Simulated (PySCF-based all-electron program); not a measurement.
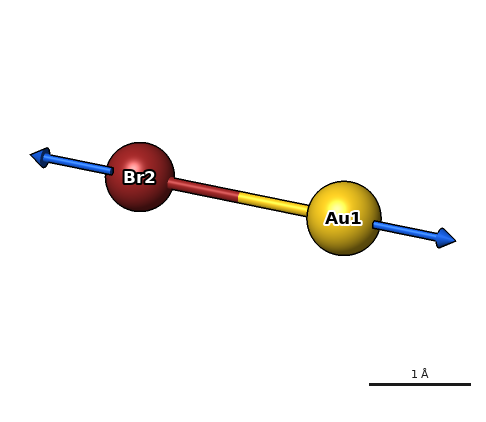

Arrows show the forces on the atoms, 3 Å of arrow for 1 eV/Å; forces under a tenth of the largest aren't drawn. The species is neutral and a spin singlet. Level of theory: PBE, all-electron, scalar-relativistic (Koelling-Harmon), large uncontracted Gaussian sets (PySCF-based all-electron program).

Question: Along which bond is the force strongest?

Answer: Au1–Br2, now 2.318 Å: the forces push its atoms apart, so a first step downhill lengthens it.

List the force components in the frame of the picture (x right, y up, z towards the viewer), in eV/Å.

```json
{"atom": "Au1", "Fx": "0.28", "Fy": "−0.06", "Fz": "0.14"}
{"atom": "Br2", "Fx": "−0.28", "Fy": "0.06", "Fz": "−0.14"}
```
